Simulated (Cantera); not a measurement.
Charge: 1 mol Si, 0.96 mol Cl2, 16 mol H2, held at 2.50 bar.

Method: chemical equilibrium by Gibbs-energy minimisation in Cantera with the NASA 1993 tables (ideal gas, pure condensed phases). Candidate condensed phases: Si; 19 gas species. The tables' values for SiCl3 are old estimates; treat these amounts as uncertain. Gases not in the tables: Si2H6 and higher silanes. Equilibrium is a limit: real reactors are often held back by kinetics, nucleation or transport.

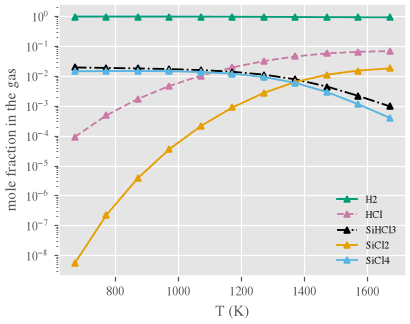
Figure: Equilibrium gas composition (values under 1e-9 drawn at 1e-9)

Problem. Read off the mole fractions at 1673 K.

Solution. H2 about 0.91, HCl about 0.067, SiCl2 about 0.018, SiHCl3 about 0.00095, SiCl4 about 0.00039.
